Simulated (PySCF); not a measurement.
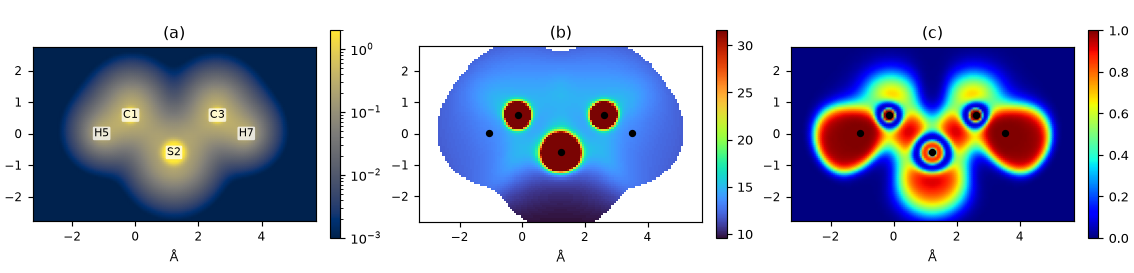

Figure. C₂H₆S, SMILES `CSC`. Three fields in the plane of C1, S2, C3, H5 and H7.

Level of theory: PBE0/def2-TZVP (PySCF), at a geometry from GFN2-xTB. No frequency check shows the geometry to be a minimum. GFN2-xTB bond lengths at metals and heavier atoms can be off by up to 0.1 Å and shapes distorted, which carries into these values.

The panels show, in some order, the average local ionisation energy, electron localisation function (ELF) and electron density. Which is which?

Answer. (a) is the electron density: it is positive everywhere and peaks at the nuclei. (b) is the average local ionisation energy: it is high near the heavier nuclei and lowest where loosely bound electrons reach out. (c) is the electron localisation function (ELF): it runs from 0 to 1 and is close to 1 over wide basins that fill the valence regions.
